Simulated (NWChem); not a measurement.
# One shape, several levels: SiO2 (silicon dioxide molecule)

Aim: a comparison of 4 runs (HF/def2-SVP, PBE/cc-pVTZ, B3LYP/6-31G*, B3LYP/cc-pVTZ) of SiO2 (silicon dioxide molecule). 

The calculation is run with NWChem 7.3.0.

**1. The structure to begin with**

SiO2 has 3 atoms, charge 0, and is taken as a singlet. SMILES: `O=[Si]=O`. Geometry: relaxed at PBE0-D4/def2-TZVP.

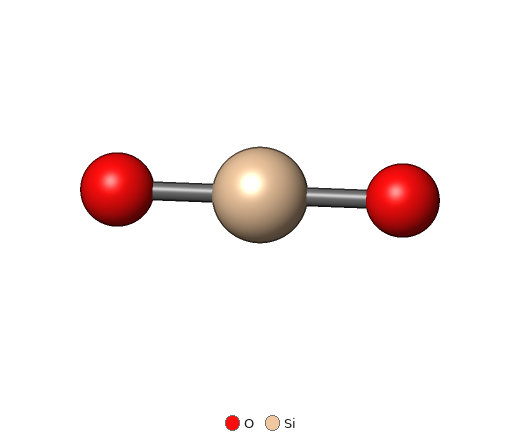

Viewed from a chosen angle; oxygen red, silicon light orange.

**2. Energy and forces at HF/def2-SVP (run 1)**

The input, input.nw:

```
start input
memory stack 880 mb heap 220 mb global 1100 mb
charge 0

geometry noautosym nocenter noautoz
O      0.697730     1.229600     0.518760
Si    -0.000010     0.000000     0.000000
O     -0.697730    -1.229610    -0.518760
end

basis spherical bse
* library def2-SVP
end

scf
thresh 1e-08
maxiter 80
end

task scf gradient
```

Command:

```sh
nwchem input.nw > input.out
```

The program printed:

```text
[...]
  functions       =    46
[...]
  wavefunction    = RHF
[...]
         Total SCF energy =   -438.415094541892
      One-electron energy =   -786.535633536750
      Two-electron energy =    258.164093530997
 Nuclear repulsion energy =     89.956445463861
        Time for solution =      2.7s
[...]
                         RHF ENERGY GRADIENTS
    atom               coordinates                        gradient
                 x          y          z           x          y          z
   1 O       1.318519   2.323607   0.980314    0.012479   0.021989   0.009277
   2 Si     -0.000019   0.000000   0.000000   -0.000002  -0.000000  -0.000000
   3 O      -1.318519  -2.323626  -0.980314   -0.012476  -0.021989  -0.009277
[...]
```

Run time: 4.2 s. Hardware: 1 thread of Intel Xeon Platinum 8259CL at 2.50GHz (Skylake/Cascade Lake), shared host; peak memory 0.1 GiB.

**3. Energy and gradient at PBE/cc-pVTZ (run 2)**

The input, o2si.nw:

```
start o2si
memory 2200 mb

geometry units au noautosym nocenter noautoz
  O    1.31851861   2.32360724   0.98031432
  Si  -0.00001890   0.00000000   0.00000000
  O   -1.31851861  -2.32362614  -0.98031432
end

basis "ao basis" spherical bse
  * library cc-pVTZ
end

dft
  xc xpbe96 cpbe96
  grid fine
  convergence energy 1e-08
  iterations 100
  mulliken
  print low
end

task dft gradient
```

Command:

```sh
nwchem o2si.nw > o2si.out
```

The program printed:

```text
[...]
 d= 0,ls=0.0,diis     1   -439.5201070313 -5.29D+02  1.83D-02  1.69D+00     5.5
[...]
 d= 0,ls=0.0,diis    10   -439.7230007447 -3.91D-09  1.50D-07  8.25D-10    37.9
         Total DFT energy =     -439.723000744746
      One electron energy =     -787.135617900237
           Coulomb energy =      295.245412394719
    Exchange-Corr. energy =      -37.789234297301
 Nuclear repulsion energy =       89.956439058073
[...]
      Total Density - Mulliken Population Analysis
     ---------------------------------------------
    Atom       Charge   Shell Charges
 -----------   ------   -------------------------------------------------------
    1 O    8     8.33   1.94  0.26  1.02  0.55  1.26  2.00  1.27  0.00  0.02  0.00
    2 Si  14    13.34   2.00  1.86  0.25  0.74  0.05  5.53  0.63  1.21  0.40  0.27  0.31  0.09
    3 O    8     8.33   1.94  0.26  1.02  0.55  1.26  2.00  1.27  0.00  0.02  0.00
[...]
                         DFT ENERGY GRADIENTS
    atom               coordinates                        gradient
                 x          y          z           x          y          z
   1 O       1.318519   2.323607   0.980314   -0.014246  -0.025105  -0.010592
   2 Si     -0.000019   0.000000   0.000000   -0.000001  -0.000001  -0.000000
   3 O      -1.318519  -2.323626  -0.980314    0.014247   0.025106   0.010592
 Task  times  cpu:       51.2s     wall:       51.2s
 Total times  cpu:       51.2s     wall:       51.2s
```

It took 52 s on 1 thread of Intel Xeon Platinum 8259CL at 2.50GHz (Skylake/Cascade Lake), shared host; peak memory 0.13 GiB.

**4. Energy and forces at B3LYP/6-31G(d) (Cartesian functions) (run 3)**

The input, sp.xyz:

```xyz
3
O2Si B3LYP
O      0.697730     1.229600     0.518760
Si    -0.000010     0.000000     0.000000
O     -0.697730    -1.229610    -0.518760
```

The input, run.py:

```python
from ase.io import read
from ase.calculators.nwchem import NWChem

molecule = read('sp.xyz')

calc = NWChem(
    label='sp',
    theory='dft',
    memory='2200 mb',
    basis='6-31G*',
    dft={'xc': 'b3lyp', 'mult': '1', 'grid': 'xfine', 'convergence': 'energy 1e-08', 'iterations': '100', 'mulliken': None},
)
molecule.calc = calc

forces = molecule.get_forces()
print("Total energy (eV):", round(molecule.get_potential_energy(), 6))
print("forces (eV/A):")
for s, f in zip(molecule.symbols, forces):
    print(f"{s:2s} {f[0]:10.5f} {f[1]:10.5f} {f[2]:10.5f}")
print("dipole (e A):", molecule.get_dipole_moment().round(4))
```

Command:

```sh
export ASE_NWCHEM_COMMAND="nwchem PREFIX.nwi > PREFIX.nwo"
python run.py
```

The program printed:

```text
Total energy (eV): -11971.042408
forces (eV/A):
O     0.38448    0.67759    0.28586
Si    0.00005    0.00005    0.00000
O    -0.38453   -0.67764   -0.28591
dipole (e A): [-0.  0.  0.]
```

The calculator wrote sp.nwi:

```
title "sp"

permanent_dir sp

scratch_dir sp

start sp

geometry units angstrom nocenter noautosym noautoz
  O  6.9772999999999996e-01 1.2296000000000000e+00 5.1876000000000000e-01
  Si -1.0000000000000001e-05 0.0000000000000000e+00 0.0000000000000000e+00
  O  -6.9772999999999996e-01 -1.2296100000000001e+00 -5.1876000000000000e-01
end

memory 2200 mb

basis noprint
   * library 6-31G*
end

dft
  xc b3lyp
  mult 1
  grid xfine
  convergence energy 1e-08
  iterations 100
  mulliken
end

task dft gradient
```

sp.nwo:

```text
Northwest Computational Chemistry Package (NWChem) 7.3.0
             --------------------------------------------------------

           Job information
           ---------------

    nwchem branch   = 7.3.0
    use scalapack   = T
    input           = sp.nwi
    prefix          = sp.
    data base       = sp/sp.db
    status          = startup
    nproc           =        1

           Memory information
           ------------------

    heap     =     72089598 doubles =      550.0 Mbytes
    stack    =     72089595 doubles =      550.0 Mbytes
    global   =    144179200 doubles =     1100.0 Mbytes (distinct from heap & stack)
    total    =    288358393 doubles =     2200.0 Mbytes
    verify   = yes
    hardfail = no

[... 85 lines left out ...]
  convergence criterion.
[... 39 lines left out ...]
          Spatial weights used:  Erf1
[... 81 lines left out ...]
         Total DFT energy =     -439.927697796713
[... 3 lines left out ...]
 Nuclear repulsion energy =       89.956445463861
[... 413 lines left out ...]
          Convergence on gradient requested:  5.00D-04
[... 26 lines left out ...]
          total energy or number of iterations.
[... 21 lines left out ...]
                                        sp

  charge          =   0.00
  wavefunction    = closed shell

                         DFT ENERGY GRADIENTS

    atom               coordinates                        gradient
                 x          y          z           x          y          z
   1 O       1.318519   2.323607   0.980314   -0.007477  -0.013177  -0.005559
   2 Si     -0.000019   0.000000   0.000000   -0.000001  -0.000001  -0.000000
   3 O      -1.318519  -2.323626  -0.980314    0.007478   0.013178   0.005560

                 ----------------------------------------
                 |  Time  |  1-e(secs)   |  2-e(secs)   |
                 ----------------------------------------
                 |  CPU   |       0.00   |       1.12   |
                 ----------------------------------------
                 |  WALL  |       0.00   |       1.12   |
                 ----------------------------------------

 Task  times  cpu:       11.9s     wall:       11.9s
 Total times  cpu:       11.9s     wall:       11.9s
```

It took 14 s on 1 thread of Intel Xeon Platinum 8259CL at 2.50GHz (Skylake/Cascade Lake), shared host; peak memory 0.12 GiB.

**5. Energy and gradient at B3LYP/cc-pVTZ (run 4)**

The input, run.py:

```python
from ase import Atoms
from ase.calculators.nwchem import NWChem

mol = Atoms('OSiO', positions=[
    [0.697730, 1.229600, 0.518760],
    [-0.000010, 0.000000, -0.000000],
    [-0.697730, -1.229610, -0.518760],
])

calc = NWChem(
    label='job',
    theory='dft',
    memory='2200 mb',
    basis='cc-pVTZ',
    basispar='spherical bse',
    dft={'xc': 'b3lyp', 'mult': '1', 'grid': 'fine', 'convergence': 'energy 1e-08', 'iterations': '100', 'mulliken': None},
)
mol.calc = calc

forces = mol.get_forces()
print("Total energy (eV):", round(mol.get_potential_energy(), 6))
print("forces (eV/A):")
for s, f in zip(mol.symbols, forces):
    print(f"{s:2s} {f[0]:10.5f} {f[1]:10.5f} {f[2]:10.5f}")
print("dipole (e A):", mol.get_dipole_moment().round(4))
```

Command:

```sh
export ASE_NWCHEM_COMMAND="nwchem PREFIX.nwi > PREFIX.nwo"
python run.py
```

The program printed:

```text
Total energy (eV): -11973.925162
forces (eV/A):
O     0.28951    0.51026    0.21525
Si    0.00005    0.00005    0.00000
O    -0.28956   -0.51026   -0.21530
dipole (e A): [-0.  0. -0.]
```

The calculator wrote job.nwi:

```
title "job"

permanent_dir job

scratch_dir job

start job

geometry units angstrom nocenter noautosym noautoz
  O  6.9772999999999996e-01 1.2296000000000000e+00 5.1876000000000000e-01
  Si -1.0000000000000001e-05 0.0000000000000000e+00 -0.0000000000000000e+00
  O  -6.9772999999999996e-01 -1.2296100000000001e+00 -5.1876000000000000e-01
end

memory 2200 mb

basis spherical bse noprint
   * library cc-pVTZ
end

dft
  xc b3lyp
  mult 1
  grid fine
  convergence energy 1e-08
  iterations 100
  mulliken
end

task dft gradient
```

job.nwo:

```text
Northwest Computational Chemistry Package (NWChem) 7.3.0
             --------------------------------------------------------

           Job information
           ---------------

    nwchem branch   = 7.3.0
    use scalapack   = T
    input           = job.nwi
    prefix          = job.
    data base       = job/job.db
    status          = startup
    nproc           =        1

           Memory information
           ------------------

    heap     =     72089598 doubles =      550.0 Mbytes
    stack    =     72089595 doubles =      550.0 Mbytes
    global   =    144179200 doubles =     1100.0 Mbytes (distinct from heap & stack)
    total    =    288358393 doubles =     2200.0 Mbytes
    verify   = yes
    hardfail = no

[... 85 lines left out ...]
  convergence criterion.
[... 39 lines left out ...]
          Spatial weights used:  Erf1
[... 72 lines left out ...]
         Total DFT energy =     -440.033637054199
[... 3 lines left out ...]
 Nuclear repulsion energy =       89.956445463861
[... 741 lines left out ...]
          Convergence on gradient requested:  5.00D-04
[... 26 lines left out ...]
          total energy or number of iterations.
[... 21 lines left out ...]
                                        job

  charge          =   0.00
  wavefunction    = closed shell

                         DFT ENERGY GRADIENTS

    atom               coordinates                        gradient
                 x          y          z           x          y          z
   1 O       1.318519   2.323607   0.980314   -0.005630  -0.009923  -0.004186
   2 Si     -0.000019   0.000000   0.000000   -0.000001  -0.000001  -0.000000
   3 O      -1.318519  -2.323626  -0.980314    0.005631   0.009923   0.004187

                 ----------------------------------------
                 |  Time  |  1-e(secs)   |  2-e(secs)   |
                 ----------------------------------------
                 |  CPU   |       0.02   |      16.91   |
                 ----------------------------------------
                 |  WALL  |       0.02   |      16.91   |
                 ----------------------------------------

 Task  times  cpu:       59.2s     wall:       59.2s
 Total times  cpu:       59.3s     wall:       59.3s
```

It took 61 s on 1 thread of Intel Xeon Platinum 8259CL at 2.50GHz (Skylake/Cascade Lake), shared host; peak memory 0.13 GiB.

**6. All runs side by side**

```
run                               level  iteration cap  module  energy (Eh)  dipole moment (D)  HOMO energy (eV)  LUMO energy (eV)  wall time
  1                         HF/def2-SVP             80     scf  -438.415095               0.00            -13.65              0.35      4.2 s
  2                         PBE/cc-pVTZ            100     dft  -439.723001                  –                 –                 –       52 s
  3  B3LYP/6-31G* (Cartesian functions)            100     dft  -439.927698               0.00             -9.25             -3.48       14 s
  4                       B3LYP/cc-pVTZ            100     dft  -440.033637               0.00             -9.56             -3.59       61 s
```

**7. Results**

| quantity | value |
| --- | --- |
| run 4: total energy | -440.03364 Eh |
| run 4: dipole moment | 0.00 D |
| run 4: HOMO energy | -9.56 eV |
| run 4: LUMO energy | -3.59 eV |
| run 4: HOMO–LUMO gap | 5.97 eV |
| run 4: largest force on an atom | 0.625 eV/Å |

In words: Over runs 1, 3, 4 the HOMO–LUMO gap runs from 5.78 eV (B3LYP/6-31G*) to 14.00 eV (HF/def2-SVP). The two ends differ in method and basis. Totals of different functionals can't be ranked against each other. All runs together took 2.2 min, the longest 61 s.
